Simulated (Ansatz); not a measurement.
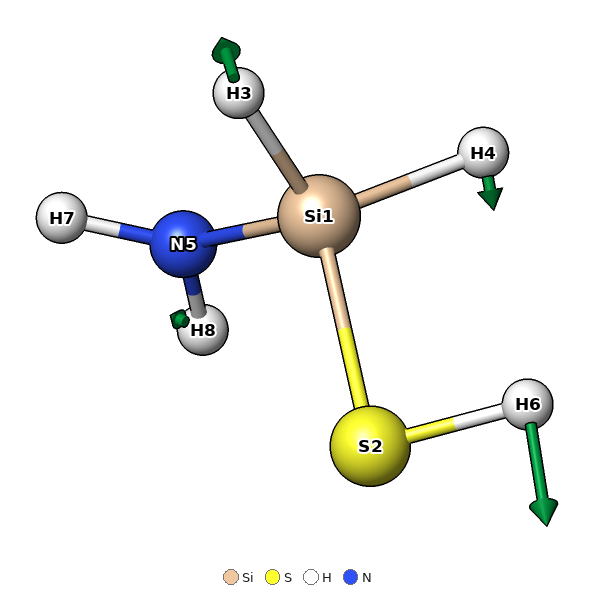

The arrows show one normal mode. Harmonic vibrations computed with RKS PBE0-D4/def2-TZVP (Ansatz 0.2.0) at a stationary point of the same level.

**What kind of motion is it?**

Mostly H–S–Si bending.

**At what wavenumber does it lie?**

740 cm⁻¹; it is mode 8 of 18 counted from the lowest.
